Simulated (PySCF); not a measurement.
SMILES [SiH2]([SiH2]C)B(O)O, singlet at its GFN2-xTB optimised geometry (Å):

```
15

C      1.8009    -2.3138    -0.1227
Si     1.1266    -0.5400     0.0000
Si    -1.1929    -0.5400     0.0000
B     -2.0350     1.2394     0.0000
O     -1.7219     2.0664    -1.0209
O     -2.8860     1.7399     0.9421
H      1.4941    -2.7840    -1.0523
H      1.4287    -2.9289     0.6911
H      2.8860    -2.3382    -0.0843
H      1.7051     0.0487     1.2229
H      1.7216     0.2264    -1.1060
H     -1.6609    -1.3285     1.1704
H     -1.6644    -1.3771    -1.1205
H     -2.1427     2.9289    -0.9896
H     -3.1293     1.1701     1.6687
```

Method: PBE/def2-TZVP (PySCF 2.14.0). Cells within 0.4 Å of a nucleus heavier than hydrogen are left out (blank, or x).

Map of the LUMO amplitude (bohr^(-3/2)) on the plane z = 0.6 Å; orbital energy -1.26 eV, overall sign arbitrary:

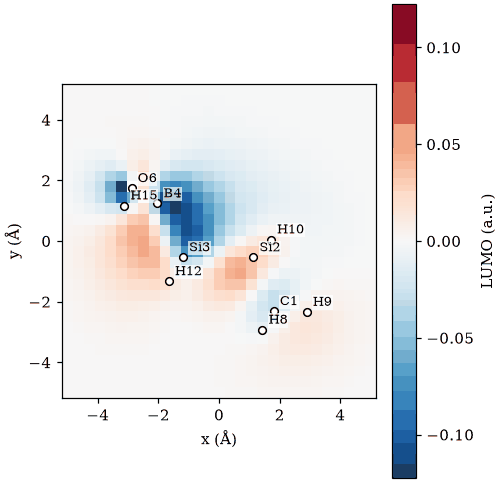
Fig. 1. LUMO amplitude (bohr^(-3/2)) on the plane z = 0.6 Å.
